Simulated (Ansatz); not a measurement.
# What a change does: geometry relaxation on N$_{2}$

System: N$_{2}$, SMILES N#N.
Method of run A: RKS PBE-D4/def2-SVP (Ansatz 0.2.0).

Text and figures count atoms from 1; the logs count them from 0 in places.

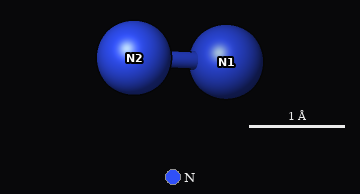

The starting structure (ball-and-stick view, seen at a tilt; atoms are numbered from 1 in the order of the input).

Input, run A:
```yaml
crystal:
  periodic: [false, false, false]
  atoms:
    - { symbol: "N", position_ang: [0.0, 0.0, -0.00679204] }
    - { symbol: "N", position_ang: [0.0, 0.0, 1.10499204] }
basis:
  gaussian: { orbitals: def2-SVP }
hamiltonian:
  xc: pbe
  dispersion: d4
relax:
  f_tol: 0.002
  max_steps: 150
```

Launched with:
```bash
ansatz run input.yaml --threads 1 --pin off --max-ram 2560MiB --backend cpu --events-out ev --progress --plain --runs-dir out
```

Hardware: 1 thread of Intel Xeon @ 2.90GHz (Ice Lake), 192 GiB of memory available, shared host.

Output (run A):
```
The last accepted step is kept in [file] (removed where the run ends without a failure and the disk answers)
Engine: ansatz 0.2.0, x86_64-unknown-linux-gnu
Functional definition: PBE
  parameter kappa = 0.804
  parameter beta = 0.06672455060314922
  exchange = pbe_x(kappa = kappa, mu = beta*pi^2/3)
  correlation = pbe_c(beta = beta)
344 factors; their error is unknown
mean field evaluation 1: about -2973.7991 eV, gradient 2.0e1 eV
mean field evaluation 2: about -2974.1952 eV, gradient 1.6e1 eV
mean field evaluation 4: about -2974.8080 eV, gradient 7.6e-2 eV
mean field evaluation 8: about -2974.7810 eV, gradient 5.1e-4 eV
mean field -2974.78102011 eV, -109.3211861101 hartree, gradient 9.0e-8 eV, S^2 0.000000; 0 other end points of the search recorded, 0 dependent functions left out
the calculation of the forces begins
reference -2974.78102927 eV, -109.3211864467 hartree; 7, 7 occupied and 21, 21 virtual orbitals, 344 factors
relax step   1: F+E_penalty+E_count = -2974.79090644 eV  Δ(F+E_penalty+E_count) = +0.000e0 eV  max|allowed force component| = 1.086e-2 eV/Å  Δτ_max = 0.0000 Å  (21 SCF iters, accepted)
these checks for a lower state are left out or cut short: starts, cluster_reference, orbital_swaps, neighbouring_geometries, increment
344 factors; their error is unknown
mean field evaluation 16: about -2974.7810 eV, gradient 1.6e-1 eV
mean field -2974.78102050 eV, -109.3211861243 hartree, gradient 1.0e-5 eV, S^2 0.000000; 0 other end points of the search recorded, 0 dependent functions left out
the calculation of the forces begins
reference -2974.78102966 eV, -109.3211864610 hartree; 7, 7 occupied and 21, 21 virtual orbitals, 344 factors
relax step   2: F+E_penalty+E_count = -2974.79090683 eV  Δ(F+E_penalty+E_count) = -3.900e-7 eV  max|allowed force component| = 1.693e-3 eV/Å  Δτ_max = 0.0000 Å  (23 SCF iters, accepted)
344 factors; their error is unknown
mean field evaluation 32: about -2974.8080 eV, gradient 7.6e-2 eV
mean field -2974.78102050 eV, -109.3211861243 hartree, gradient 1.0e-5 eV, S^2 0.000000; 1 other end points of the search recorded, 0 dependent functions left out
the calculation of the forces begins
reference -2974.78102966 eV, -109.3211864610 hartree; 7, 7 occupied and 21, 21 virtual orbitals, 344 factors
Total energy: -2974.79091599 eV, -109.3215497768 hartree
Atom 0 at     0.000000     0.000000    -0.006749 Å, force    -0.000000     0.000000    -0.001693 eV/Å
Atom 1 at    -0.000000    -0.000000     1.104949 Å, force     0.000000    -0.000000     0.001693 eV/Å
Dipole moment:     0.000000     0.000000    -0.000000 e Å
```

For run B the input was changed thus:
```diff
-  gaussian: { orbitals: def2-SVP }
+  gaussian: { orbitals: def2-TZVPP }
-  xc: pbe
+  xc: pbe0
```

Predict how the results change.

The total energies belong to different models, so their difference says nothing on which is more stable or more accurate. The functional changes from PBE to PBE0. The basis functions go from 28 to 62.

Output, shortened to warnings, some set-up lines, iterations and results (run B):
```
[...]
mean field evaluation 1: about -2977.2868 eV, gradient 2.1e1 eV
mean field evaluation 2: about -2977.7635 eV, gradient 1.4e1 eV
mean field evaluation 4: about -2978.1323 eV, gradient 7.4e-2 eV
mean field evaluation 8: about -2978.1479 eV, gradient 3.5e-3 eV
relax step   1: F+E_penalty+E_count = -2978.15588112 eV  Δ(F+E_penalty+E_count) = +0.000e0 eV  max|allowed force component| = 3.277e0 eV/Å  Δτ_max = 0.0000 Å  (22 SCF iters, …
mean field evaluation 16: about -2978.1844 eV, gradient 2.5e-1 eV
relax step   2: F+E_penalty+E_count = -2978.19248055 eV  Δ(F+E_penalty+E_count) = -3.660e-2 eV  max|allowed force component| = 5.437e-1 eV/Å  Δτ_max = 0.0128 Å  (26 SCF …
relax step   3: F+E_penalty+E_count = -2978.19339357 eV  Δ(F+E_penalty+E_count) = -9.130e-4 eV  max|allowed force component| = 2.767e-2 eV/Å  Δτ_max = 0.0018 Å  (26 SCF …
mean field evaluation 32: about -2978.1853 eV, gradient 2.5e-1 eV
relax step   4: F+E_penalty+E_count = -2978.19339597 eV  Δ(F+E_penalty+E_count) = -2.404e-6 eV  max|allowed force component| = 1.492e-3 eV/Å  Δτ_max = 0.0001 Å  (28 SCF …
310 factors; their error is unknown
mean field -2978.18540672 eV, -109.4462950104 hartree, gradient 4.7e-6 eV, S^2 0.000000; 1 other end points of the search recorded, 0 dependent functions left out
the calculation of the forces begins
reference -2978.18542244 eV, -109.4462955881 hartree; 7, 7 occupied and 55, 55 virtual orbitals, 310 factors
Total energy: -2978.19341169 eV, -109.4465891877 hartree
Atom 0 at     0.000000     0.000000     0.004365 Å, force     0.000000    -0.000000    -0.001492 eV/Å
Atom 1 at    -0.000000    -0.000000     1.093835 Å, force    -0.000000     0.000000     0.001492 eV/Å
Dipole moment:    -0.000000    -0.000000    -0.000000 e Å
```

The two runs side by side:

| quantity | run A | run B |
| --- | --- | --- |
| outcome | converged | converged |
| total energy (hartree) | −109.321550 | −109.446589 |
| largest force (eV/Å) | 0.002 | 0.001 |
| basis functions | 28 | 62 |
| wall time (shared host) | 0.69 s | 2 s |
